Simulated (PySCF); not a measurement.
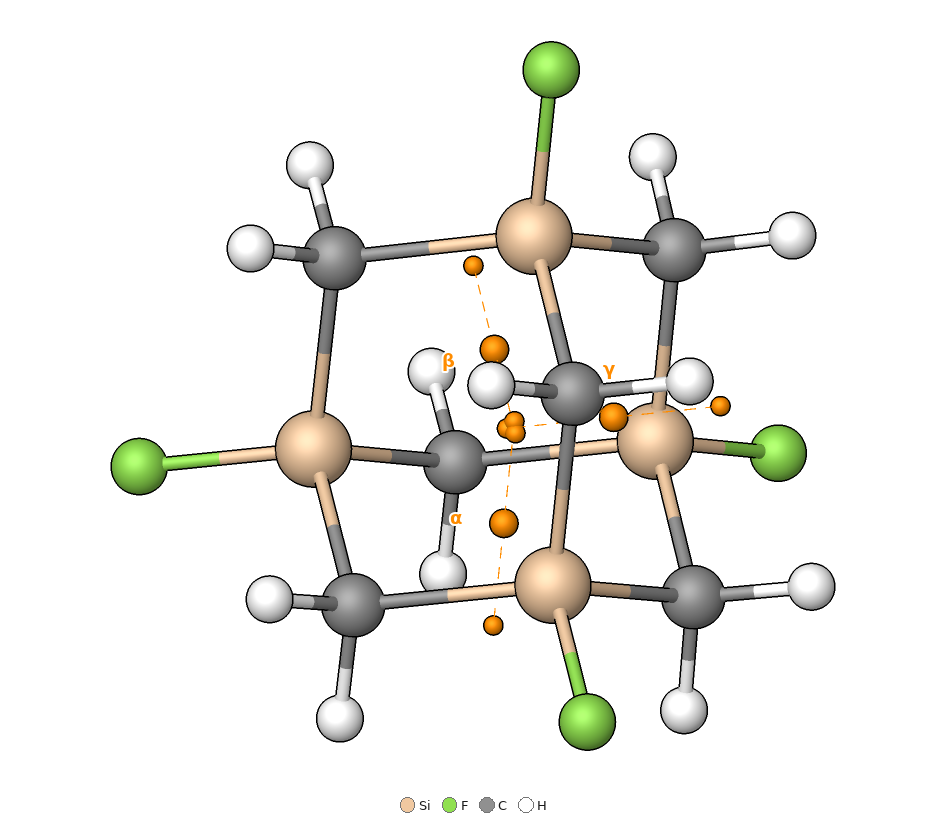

The small points mark where nucleus-independent chemical shifts (NICS) were computed: at the centre of each lettered ring and 1 Å above and below it. The geometry was computed by an optimisation with PBE0-D3(BJ)/def2-SVP. No frequency run is at hand to confirm it as a minimum. Level of theory: GIAO ωB97X-D/pcSseg-1 NMR shielding, non-relativistic, gas phase (PySCF 2.14.0).

Give NICS(0), NICS(1) and the out-of-plane component NICS(1)zz for each ring (means of the two sides).

| ring | members | NICS(0) | NICS(1) | NICS(1)zz |
| --- | --- | --- | --- | --- |
| α | C3Si3 | −4.7 | −3.7 | −1.1 |
| β | C3Si3 | −4.7 | −3.7 | −1.1 |
| γ | C3Si3 | −4.7 | −3.7 | −1.1 |

Values in ppm.

Question: What do the values say about the ring currents?

Answer: Ring α: weak, as in a non-aromatic ring. Ring β: weak, as in a non-aromatic ring. Ring γ: weak, as in a non-aromatic ring. NICS is one index among several.
